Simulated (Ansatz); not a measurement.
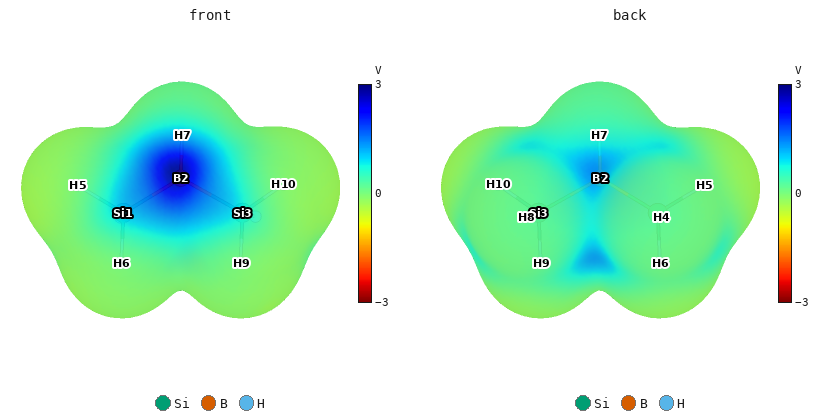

Figure. BH₇Si₂ (SMILES [SiH3]B[SiH3]). The molecular electrostatic potential painted on the density surface at 0.001 e/bohr³, seen from the front and from behind; the colour scale runs from red (negative) to blue (positive).

The fields and orbitals are those of the mean-field reference, not of the correlated method.

Method: CCSD, Gaussian basis (Ansatz).

```yaml
atoms:
  - { symbol: Si, position_ang: [-1.1357, 0.8718, -0.7280] }
  - { symbol: B, position_ang: [0.6211, 0.2517, -0.5223] }
  - { symbol: Si, position_ang: [0.9526, -0.8957, 0.9819] }
  - { symbol: H, position_ang: [-1.9863, -0.1795, -1.1544] }
  - { symbol: H, position_ang: [-1.1984, 1.9599, -1.7862] }
  - { symbol: H, position_ang: [-1.6587, 1.4854, 0.5361] }
  - { symbol: H, position_ang: [1.2199, -0.0182, -1.5154] }
  - { symbol: H, position_ang: [0.3867, -2.1868, 0.7693] }
  - { symbol: H, position_ang: [0.4421, -0.2665, 2.2569] }
  - { symbol: H, position_ang: [2.4398, -1.0733, 1.1652] }
```

### Where is the surface potential most negative and most positive?

The most negative region (about −0.3 V) lies over H5 and H10, the most positive (about +2.6 V) over B2.
